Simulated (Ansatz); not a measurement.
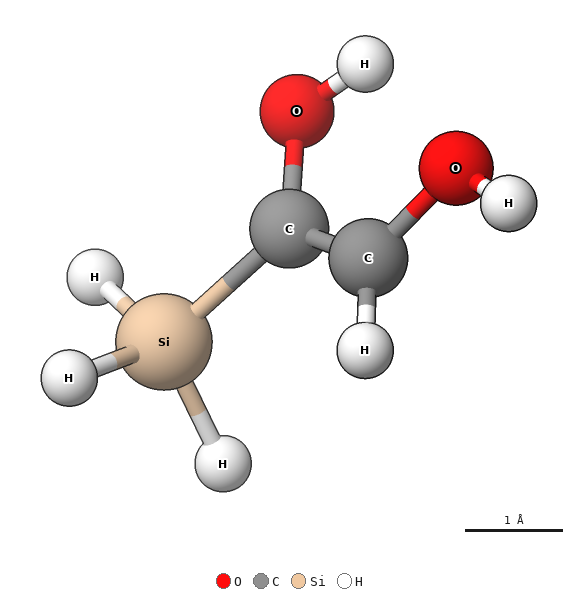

The input geometry (ball-and-stick view, seen at a tilt).

## Phonon calculation, with input and output: C2H6O2Si

C2H6O2Si, computed with RKS r2SCAN/def2-SVP (Ansatz 0.2.0).

It belongs to a series of runs on one base structure; here: vibrations at the highest image of the band.

**Input file**
```yaml
crystal:
  periodic: [false, false, false]
  atoms:
    - { symbol: O, position_ang: [-1.444934, 0.494322, 1.74667] }
    - { symbol: C, position_ang: [-0.559267, 0.704993, 0.718163] }
    - { symbol: C, position_ang: [-0.062065, -0.363535, 0.058316] }
    - { symbol: O, position_ang: [-0.440264, -1.63512, 0.404685] }
    - { symbol: Si, position_ang: [1.164648, -0.22172, -1.359753] }
    - { symbol: H, position_ang: [-1.749765, 1.339222, 2.094656] }
    - { symbol: H, position_ang: [-0.283246, 1.735863, 0.475194] }
    - { symbol: H, position_ang: [-1.070565, -1.55202, 1.139171] }
    - { symbol: H, position_ang: [2.421954, 0.46307, -0.92627] }
    - { symbol: H, position_ang: [0.596783, 0.572017, -2.493515] }
    - { symbol: H, position_ang: [1.492124, -1.594192, -1.836816] }
basis:
  gaussian: { orbitals: def2-SVP }
hamiltonian:
  xc: r2scan
phonons: {}
```

Run on 2 threads of Intel Xeon (Sapphire Rapids), 16 GiB of memory available, shared host.

Command:
```bash
ansatz run input.yaml --threads 2 --pin off --max-ram 3072MiB --backend cpu --events-out ev --progress --plain --runs-dir out
```

**Output**
```
Engine: ansatz 0.2.0, x86_64-unknown-linux-gnu
Functional definition: r2SCAN
  parameter k0 = 0.174
  parameter k1 = 0.065
  parameter a1 = 4.9479
  exchange = r2scan_x(k0 = k0, k1 = k1, a1 = a1)
  correlation = r2scan_c
1146 factors; their error is unknown
mean field evaluation 1: about -14125.3943 eV, gradient 5.2e1 eV
mean field evaluation 2: about -14120.5850 eV, gradient 7.3e1 eV
mean field evaluation 4: about -14130.9688 eV, gradient 5.6e0 eV
mean field evaluation 8: about -14130.9785 eV, gradient 2.3e-1 eV
mean field evaluation 16: about -14130.9786 eV, gradient 4.7e-5 eV
mean field -14130.97863943 eV, -519.3038866776 hartree, gradient 4.7e-5 eV, S^2 0.000000; 0 other end points of the search recorded, 0 dependent functions left out
the calculation of the forces begins
reference -14130.97864957 eV, -519.3038870505 hartree; 24, 24 occupied and 80, 80 virtual orbitals, 1146 factors
these checks for a lower state are left out or cut short: stability, starts, cluster_reference, orbital_swaps, neighbouring_geometries, increment
1146 factors; their error is unknown
mean field -14130.97854295 eV, -519.3038831323 hartree, gradient 1.0e-6 eV, S^2 0.000000; 0 other end points of the search recorded, 0 dependent functions left out
[... from here on the field's lines of each further geometry are left out, up to the last ...]
the calculation of the forces begins
reference -14130.97863913 eV, -519.3038866669 hartree; 24, 24 occupied and 80, 80 virtual orbitals, 1146 factors
these checks for a lower state are left out or cut short: stability, starts, cluster_reference, orbital_swaps, neighbouring_geometries, increment
1146 factors; their error is unknown
mean field -14130.97862739 eV, -519.3038862353 hartree, gradient 3.0e-6 eV, S^2 0.000000; 0 other end points of the search recorded, 0 dependent functions left out
the calculation of the forces begins
reference -14130.97863754 eV, -519.3038866083 hartree; 24, 24 occupied and 80, 80 virtual orbitals, 1146 factors
WARN: phonons: modes at or below zero, which the zero-point energy, F, S and C_V leave out: 2, the lowest at -167.98 cm⁻¹. A minimum has none, and a first-order saddle one
Total energy: -14130.97864957 eV, -519.3038870505 hartree
Atom 0 at    -1.444934     0.494322     1.746670 Å, force    -0.010609    -0.008902     0.014622 eV/Å
Atom 1 at    -0.559267     0.704993     0.718163 Å, force     0.017304     0.004456    -0.022322 eV/Å
Atom 2 at    -0.062065    -0.363535     0.058316 Å, force    -0.005123     0.027100     0.010037 eV/Å
Atom 3 at    -0.440264    -1.635120     0.404685 Å, force     0.007651    -0.015475    -0.011505 eV/Å
Atom 4 at     1.164648    -0.221720    -1.359753 Å, force    -0.009604    -0.004782     0.010942 eV/Å
Atom 5 at    -1.749765     1.339222     2.094656 Å, force     0.001643    -0.000349    -0.002974 eV/Å
Atom 6 at    -0.283246     1.735863     0.475194 Å, force    -0.003190    -0.001502     0.003652 eV/Å
Atom 7 at    -1.070565    -1.552020     1.139171 Å, force    -0.000864     0.004340     0.001187 eV/Å
Atom 8 at     2.421954     0.463070    -0.926270 Å, force     0.001991     0.000433    -0.001706 eV/Å
Atom 9 at     0.596783     0.572017    -2.493515 Å, force     0.001434     0.000268    -0.002248 eV/Å
Atom 10 at     1.492124    -1.594192    -1.836816 Å, force    -0.000632    -0.005588     0.000314 eV/Å
Dipole moment:    -0.245362     0.503469     0.297531 e Å
Vibrations: -167.98 -65.28 184.76 196.84 281.02 444.02 448.30 534.18 638.22 674.64 735.02 829.26 917.73 927.43 957.07 1111.20 1143.26 1222.44 1351.53 1378.93 1710.29 2206.16 2210.96 2252.24 3187.42 3742.49 3879.59 cm⁻¹, zero-point energy 2.055966 eV
```

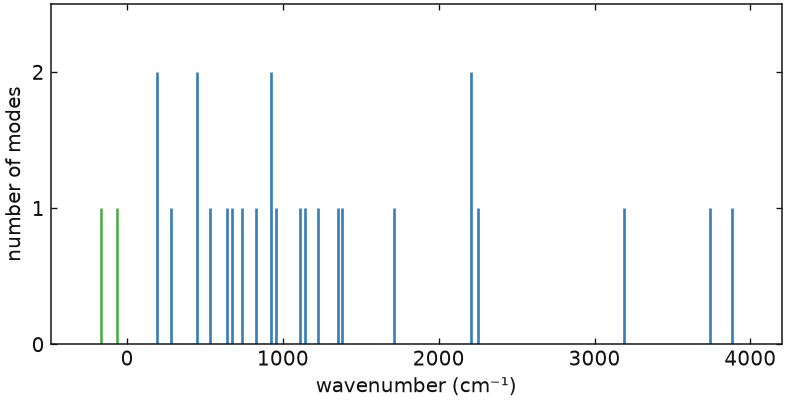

Harmonic vibrational wavenumbers from the force constants; neighbouring modes closer than 18 cm⁻¹ are counted in one stick, and imaginary ones are drawn at negative wavenumbers. 27 modes from 168i to 3880 cm⁻¹, 2 imaginary beyond 8i (168i, 65i cm⁻¹): not a minimum.

**Summary**

```tsv
quantity	value
outcome	converged
total energy	−14130.9786 eV
mean-field energy	−14130.9786 eV
largest force (length of the vector)	0.029 eV/Å
wall time	70 s (CPU time 2.3 min)
peak memory	0.17 GiB
```
